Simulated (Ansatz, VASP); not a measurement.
# ZnS (Sphalerite) in two plane-wave programs

One calculation is typed for both programs; each brings its own data sets. How far apart do they land? The cell is taken from a series of VASP runs on this material, whose earlier steps may have relaxed, scaled or displaced it; both programs get it as it stands. Valence electrons are named where the data sets of a main pair hold unlike numbers.

Main program and level: Ansatz 0.2.0; plane waves, with VASP 6.6.1 beside it; band structure at r2SCAN-EpsX with an exact-exchange share of 0.161.

**1. The starting structure**

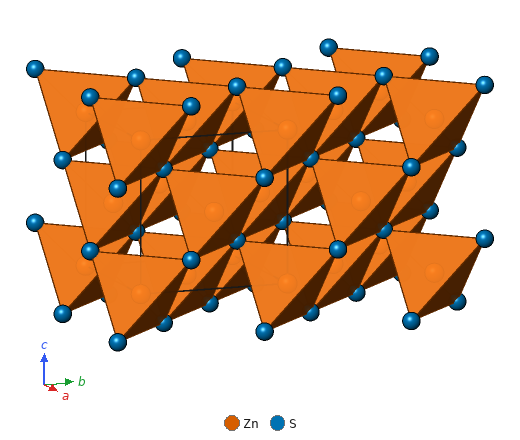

Start, viewed slightly off an axis; zinc orange, sulfur blue. 1×2×1 cells are drawn. This picture shows the conventional cell, with its axes. Some periodic images of atoms are drawn too.

Coordinates:

```cif
data_structure
_symmetry_space_group_name_H-M 'F-43m'
_symmetry_Int_Tables_number 216
_cell_length_a 5.4093
_cell_length_b 5.4093
_cell_length_c 5.4093
_cell_angle_alpha 90.000
_cell_angle_beta 90.000
_cell_angle_gamma 90.000
_cell_volume 158.28
loop_
_atom_site_label
_atom_site_type_symbol
_atom_site_symmetry_multiplicity
_atom_site_Wyckoff_symbol
_atom_site_fract_x
_atom_site_fract_y
_atom_site_fract_z
_atom_site_occupancy
Zn1 Zn 4 a 0.00000 0.00000 0.00000 1
S1 S 4 c 0.25000 0.25000 0.25000 1
```

**2. Ansatz: band structure, r2SCAN-EpsX with an exact-exchange share of 0.161**

Ansatz runs on its default PAW (the set named soft_2) files.

The same path points are solved in both programs, so levels can be compared one by one.

Contents of input.yaml:

```yaml
crystal:
  lattice:
    - [0.0, 2.70465, 2.70465]
    - [2.70465, 0.0, 2.70465]
    - [2.70465, 2.70465, 0.0]
  atoms:
    - { symbol: Zn, position: [0.0, 0.0, 0.0] }
    - { symbol: S, position: [0.75, 0.75, 0.75] }
hamiltonian:
  xc: { exchange: r2scan, correlation: r2scan, exx: { coeff: 0.161 } }
  pseudopotentials: { kind: paw }
kpoints:
  mp_grid: { grid: [5, 5, 5] }
  band_path:
    path:
      - [0.0, 0.0, 0.0]
      - [0.5, 0.0, 0.5]
      - [0.5, 0.22222, 0.72222]
      - [0.40278, 0.34722, 0.75]
      - [0.125, 0.125, 0.25]
      - [0.27778, 0.27778, 0.27778]
      - [0.55556, 0.38889, 0.55556]
      - [0.58333, 0.25, 0.66667]
      - [0.5, 0.30556, 0.69444]
      - [0.48611, 0.48611, 0.52778]
      - [0.625, 0.25, 0.625]
      - [0.5, 0.0, 0.5]
    npoints: 1
scf:
  occupations: { method: gaussian, width: 0.03 }
  n_extra_bands: 7
output:
  forces: true
  stress: true
  eigenvalues: true
```

Run with:

```console
$ ansatz run input.yaml --threads 4 --pin off --max-ram 9216MiB --backend cpu --events-out ev --progress --plain --runs-dir out
```

Numbers of over 12 decimals in the logs are rounded to 6 here.

The log of the run:

```text
Warning: output.stress: scf.convergence.dr2_threshold = 1e-7 eV (the SCF's general default) is looser than the 2e-10 eV advised for a printed stress (1e-10 eV for each atom of the cell: 2). What an SCF threshold leaves in a stress goes as its square root, and in the free energy as the threshold itself, and one threshold admits the most on a small cell: [figures from the program's tests cut] Set scf.convergence.dr2_threshold to 2e-10 eV or tighter. The threshold is an SCF's pass mark: one that does not reach it within its budget of iterations ends unconverged, or closes short of it on a stop that the run arms, and scf.convergence.dr2_threshold's page says what that costs each kind of run
Warning: output.stress: scf.exx.energy_threshold = 1e-6 eV is looser than the 2e-8 eV advised for a stress under a hybrid functional (1e-8 eV for each atom of the cell: 2). Every SCF of the exchange loop can meet its threshold on dr2 while the loop round them stops early: no threshold on dr2 bounds what that leaves in the stress. Set scf.exx.energy_threshold to 2e-8 eV or tighter. The threshold is the loop's pass mark: a loop that does not reach it within its budget of cycles ends unconverged, and scf.exx.energy_threshold's page has the law
scf.n_extra_bands = 7 over 9 filled bands (N_el = 18.0): the run solves 16 bands
Engine: ansatz 0.2.0, aarch64-unknown-linux-gnu
Pseudopotentials: kind: paw
Pseudopotential: Zn, paw, valence charge 12, recommended cutoff 500 eV (meta_gga), Zn.paw.azcp
Pseudopotential: S, paw, valence charge 6, recommended cutoff 500 eV (meta_gga), S.paw.azcp
Functional definition: unnamed
  parameter a_1 = 0.161
  exchange = (1 - a_1)*r2scan_x + a_1*exact_x
  correlation = r2scan_c
Crystal: 2 atoms, lattice volume = 39.570 Å³
Basis set: ecut = 500 eV, 965 PW (Γ), exchange–correlation on 120×120×120 points (64 copies of the dense FFT grid, shifted against one another)
Bands: 16, of which v1, the nominal top of the filled ones, is band 9 counted from 1 (8 counted from 0)
Symmetry: 24 space group operations
Space group: F-43m (ITA 216), of the structure as read, at distance tolerance 3.4e-5 Å
k-points: 10 of 125 (time reversal used)
Non-local potential: Zn, projectors of the file, l = 0: 2, l = 1: 2, l = 2: 3, l = 3: 1
Non-local potential: S, projectors of the file, l = 0: 2, l = 1: 2, l = 2: 2
PAW form: soft (Blöchl's): semilocal exchange-correlation on the pseudo side does not see the compensation charge
PAW frozen core: Zn, regenerated for the run's functional, and the local potential with it (the file was generated under x = pbe(κ = 0.804, μ = 0.219515), c = pbe(β = 0.066725))
PAW frozen core: S, regenerated for the run's functional, and the local potential with it (the file was generated under x = pbe(κ = 0.804, μ = 0.219515), c = pbe(β = 0.066725))
PAW one-centre angular grid: Zn, 590 points (default); XC on 261 of its mesh's 2673 points in the sphere
PAW one-centre angular grid: S, 302 points (default); XC on 160 Gauss nodes
Initial density: superposition of atomic densities (neutral atoms: chi_scale 0, normalization atom), corrected by the library's trained network
Initial wavefunctions: pseudopotential atomic-orbital guess
Functional: x = r2scan, c = r2scan; τ floored in thin density (d = 2e-4 eV/Å³), warm-up for x = 0.839 r2scan + 0.161 exact, c = r2scan; τ floored in thin density (d = 2e-4 eV/Å³)
SCF iter   1: F=—  HF=-4233.446342 eV  |F-HF|=—  |Δ(HF+E_count)|=         —  Δρ=1.62e-2  dr2=5.19e-2  dr2_τ=6.42e-3  ethr=1.77e-3  ⟨swp⟩=10.9  Hψ=866  notcnv=0
preconditioner: auto → none  [insulator: Δε(μ)=2.638 eV  Ē_g=15.691 eV  σ=0.030 eV  W_gap=1.00  n_scr=14 (ndim 8)  ℏωp=25.0 eV  f_vac=0.026  D(μ)=0.00/eV (n_scr^D=0)]
SCF iter   2: F=—  HF=-4233.446816 eV  |F-HF|=—  |Δ(HF+E_count)|=   4.74e-4  Δρ=4.94e-3  dr2=9.94e-3  dr2_τ=3.91e-4  ethr=2.88e-4  ⟨swp⟩=4.2  Hψ=529  notcnv=0  defer=1
SCF iter   3: F=—  HF=-4233.440871 eV  |F-HF|=—  |Δ(HF+E_count)|=   5.94e-3  Δρ=3.02e-3  dr2=1.51e-3  dr2_τ=8.99e-6  ethr=5.52e-5  ⟨swp⟩=4.1  Hψ=483  notcnv=0  defer=1
iter 4 solved again at ethr=3.94e-7 eV; its pass at ethr=8.37e-6 eV (dr2=7.09e-5 eV) is discarded
SCF iter   4: F=-4233.441169 eV  HF=-4233.441223 eV  |F-HF|=5.40e-5  |Δ(HF+E_count)|=   3.52e-4  Δρ=3.87e-4  dr2=7.73e-5  dr2_τ=2.44e-6  ethr=3.94e-7  ⟨swp⟩=3.0  Hψ=589  notcnv=0
SCF 1 stopped early in 4 iterations: F = -4233.441169 eV  dr2 = 7.73e-5
  greatest PAW one-centre occupation: 0.983 electrons in one spin orbital (limit 2), on the Zn atom at site 0 (counted from 0), in its partial waves of l = 2
Initial density: handed on by an earlier stage of this run
Initial wavefunctions: those handed on with the density
Functional: x = 0.839 r2scan + 0.161 exact, c = r2scan; τ floored in thin density (d = 2e-4 eV/Å³)
Frozen-core exchange: fock
SCF iter   1: F=—  HF=-4232.426917 eV  |F-HF|=—  |Δ(HF+E_count)|=         —  Δρ=1.04e-2  dr2=2.33e-2  dr2_τ=5.42e-5  ethr=4.29e-6  ⟨swp⟩=6.0  Hψ=745  notcnv=0
preconditioner: auto → none  [insulator: Δε(μ)=3.723 eV  Ē_g=17.547 eV  σ=0.030 eV  W_gap=1.00  n_scr=14 (ndim 8)  ℏωp=25.0 eV  f_vac=0.028  D(μ)=0.00/eV (n_scr^D=0)]
SCF iter   2: F=—  HF=-4232.420346 eV  |F-HF|=—  |Δ(HF+E_count)|=   6.57e-3  Δρ=1.86e-3  dr2=1.14e-3  dr2_τ=1.51e-5  ethr=4.29e-6  ⟨swp⟩=4.1  Hψ=503  notcnv=0
SCF iter   3: F=—  HF=-4232.422338 eV  |F-HF|=—  |Δ(HF+E_count)|=   1.99e-3  Δρ=1.00e-3  dr2=2.32e-4  dr2_τ=4.92e-6  ethr=4.29e-6  ⟨swp⟩=3.1  Hψ=308  notcnv=0  defer=1
SCF iter   4: F=—  HF=-4232.422286 eV  |F-HF|=—  |Δ(HF+E_count)|=   5.13e-5  Δρ=2.08e-4  dr2=1.51e-5  dr2_τ=1.50e-7  ethr=1.17e-6  ⟨swp⟩=3.9  Hψ=329  notcnv=0
SCF iter   5: F=—  HF=-4232.422324 eV  |F-HF|=—  |Δ(HF+E_count)|=   3.73e-5  Δρ=7.02e-5  dr2=4.05e-6  dr2_τ=5.01e-8  ethr=4.90e-8  ⟨swp⟩=3.0  Hψ=291  notcnv=0  defer=1
SCF iter   6: F=-4232.422323 eV  HF=-4232.422323 eV  |F-HF|=1.58e-7  |Δ(HF+E_count)|=   9.90e-7  Δρ=1.72e-5  dr2=7.53e-7  dr2_τ=2.16e-9  ethr=1.94e-8  ⟨swp⟩=3.5  Hψ=329  notcnv=0  defer=1
SCF 2 stopped early in 6 iterations: F = -4232.422323 eV  dr2 = 7.53e-7
  greatest PAW one-centre occupation: 0.985 electrons in one spin orbital (limit 2), on the Zn atom at site 0 (counted from 0), in its partial waves of l = 2
hybrid outer 1: dexx = +2.206e-3 eV, tail = 4.78e-6 eV
Frozen-core exchange: fock
SCF iter   1: F=—  HF=-4232.422222 eV  |F-HF|=—  |Δ(HF+E_count)|=         —  Δρ=3.70e-5  dr2=3.49e-7  dr2_τ=4.42e-9  ethr=1.33e-7  ⟨swp⟩=5.7  Hψ=428  notcnv=0
preconditioner: auto → none  [insulator: Δε(μ)=3.737 eV  Ē_g=17.406 eV  σ=0.030 eV  W_gap=1.00  n_scr=14 (ndim 8)  ℏωp=25.0 eV  f_vac=0.028  D(μ)=0.00/eV (n_scr^D=0)]
SCF iter   2: F=—  HF=-4232.422222 eV  |F-HF|=—  |Δ(HF+E_count)|=   3.36e-8  Δρ=3.63e-6  dr2=1.49e-8  dr2_τ=2.14e-10  ethr=1.59e-9  ⟨swp⟩=3.3  Hψ=337  notcnv=0
SCF iter   3: F=-4232.422222 eV  HF=-4232.422222 eV  |F-HF|=1.20e-9  |Δ(HF+E_count)|=   8.35e-8  Δρ=3.19e-6  dr2=3.18e-9  dr2_τ=3.19e-11  ethr=1.62e-11  ⟨swp⟩=4.2  Hψ=467  notcnv=0  defer=2
SCF 3 converged in 3 iterations: F = -4232.422222 eV  dr2 = 3.18e-9
  Residual-converged pass: ⟨swp⟩=2.1  Hψ=242  notcnv=0  max |occ|·‖R‖ = 2.3e-6 eV (tolerance 2.4e-6 eV)  dr2=3.19e-9  dr2_τ=3.19e-11  dr2_onsite=4.31e-10  max |Δocc| = 0.0e0
hybrid outer 2: dexx = +8.942e-8 eV, tail = 7.73e-9 eV, Δε = 2.10e-3 eV (about 1.21e-4 eV left of the loop's levels)
NSCF: frozen V_eff on 12 k-points
hybrid SCF converged: 2 outer / 9 inner (+4 warm-up), last move |dexx| = 8.94e-8 eV, tail = 7.73e-9 eV
Stability not checked: this state was not tested for a lower state beside it, because the functional holds exact exchange (a hybrid, or Hartree-Fock), whose exchange loop this test does not read (fock_operator; see scf.lower_state_search)
Free energy (F): -4232.422222 eV
Frozen-core exchange: fock
Harris-Foulkes:  -4232.422222 eV  (|F-HF|=1.20e-9)
Internal energy: -4232.422222 eV  (E = F + TS)
E sigma→0 (E₀):  -4232.422222 eV
Fermi energy:    6.698780 eV
--- Per-component energies (eV) ---
  E_band       = -26.999638
  E_kinetic    = 237.210405
  E_local      = -2053.913753  (includes V_loc(G=0)·N_el)
  E_nonlocal   = 649.071834
  E_hartree    = 864.016364
  E_xc         = -184.019910
  E_vxc        = -125.162537  (∫ρ·V_xc dr)
  E_exx        = -39.084940  (= α·E_x^exact, valence–valence)
  E_paw        = -2453.635904  (= ΣΔE_a)
  E_vpaw       = -389.628558  (= ΣTr[D̂ρ^β])
  E_aug_tail   = -0.000060  (compensation charges beyond the density's cutoff)
  E_vtau       = 5.559006  (kinetic-family band-sum trace: ∫τ·v_τ [+ j·A + Jᵃ·Aᵃ] dr)
  E_ewald      = -1252.151240
  E_core_change = 0.084983  (= ΣΔE_core)
  E_smearing   = -0.000000  (= −TS)
  E_closure    = -0.000000  (closes the sum)
  Σ components = -4232.422222   (vs F -4232.422222, Δ=0.00e0)
--- Forces (eV/Å), atoms counted from 1 ---
  atom   1  Zn    -0.00000000     0.00000000     0.00000000
  atom   2  S      0.00000000    -0.00000000    -0.00000000
  max |Σ_I F_I| component: 5.55e-17 eV/Å
--- Stress (GPa, compression-positive) ---
       -0.703359       0.000000       0.000000
        0.000000      -0.703359       0.000000
       -0.000000       0.000000      -0.703359
  P = ⅓ Tr σ = -0.7034 GPa (-7.034 kbar)
--- Band table (eV; the first three rows and the last of 10) ---
  k-point 0: bands = [... 5 lower, -2.2097, 4.8301, 4.8301, 4.8301, 8.5672, 12.9098, 12.9098, 12.9098, ... 3 higher]
  k-point 1: bands = [... 5 lower, -2.2109, 2.5763, 4.4806, 4.4806, 9.8561, 13.0292, 13.4476, 13.4476, ... 3 higher]
  k-point 2: bands = [... 5 lower, -2.1908, -0.1531, 3.9930, 3.9930, 9.8301, 13.4553, 13.4553, 15.0396, ... 3 higher]
  k-point 9: bands = [... 5 lower, -1.9173, 0.1465, 1.8283, 2.6717, 11.7604, 12.3037, 13.6805, 16.5039, ... 3 higher]
```

The job ended after 33 s (4 threads of Arm Neoverse V1, shared host; peak memory 1.1 GiB; 2.1 min of CPU time).

The column dr2 measures how far the density is from self-consistency, as an energy; F and HF (Harris–Foulkes) agree once it is small.

[end of part 1 of 2]

[Lines on the potential files, build, host, timing and source positions are cut from VASP's logs without a mark.]

[Logs are printed without paths, hosts, clocks, repeated set-up lines and the standing remarks that a program may print on its own settings, such as how far it seeks lower states.]

[Hosts, paths, dates, database ids (printed as entryN), source tags and the programs' standing remarks are cut or masked in the printed files.]
